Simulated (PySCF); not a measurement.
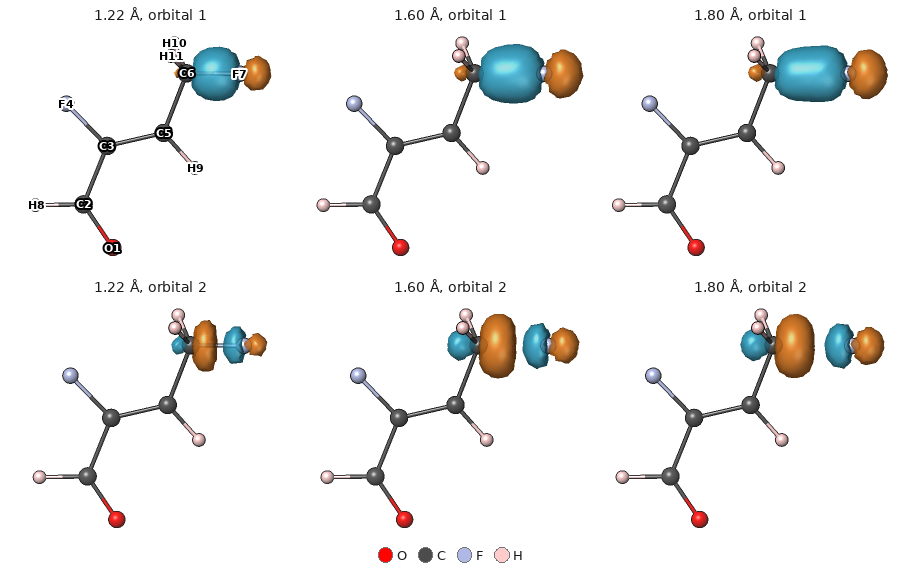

Figure. C₄H₄F₂O, SMILES `O=C/C(F)=C/CF`. Rigid stretch of the C6–F7 bond. The two CASSCF(2,2) natural orbitals nearest half filling (orbital 1 the more occupied).

PySCF calculation, 6-31G* basis, gas phase; geometry: GFN2-xTB. No frequency check shows the geometry to be a minimum.

How do the occupations change along the stretch?

Answer. 1.22 Å: 1.99 and 0.01; 1.60 Å: 1.95 and 0.05; 1.80 Å: 1.90 and 0.10. At the longest distance computed (3.72 Å) they are 1.06 and 0.94, and the effective number of unpaired electrons is 2.0.

UHF's ⟨S²⟩ passes 1 along the scan (up to 1.24), so it also polarises electrons outside the stretched bond; its energy lowering isn't due to that bond alone.

UHF already breaks spin symmetry near equilibrium here (⟨S²⟩ = 0.28 at 1.46 Å), for reasons apart from this bond.

How much energy does the stretch cost?

Answer. By CASSCF, 4.0 eV from the lowest point of the scan (1.46 Å) to 3.72 Å; RHF gives 9.0 eV from its own lowest point. The fragments aren't relaxed and dynamic correlation is missing, so this isn't a bond dissociation energy.
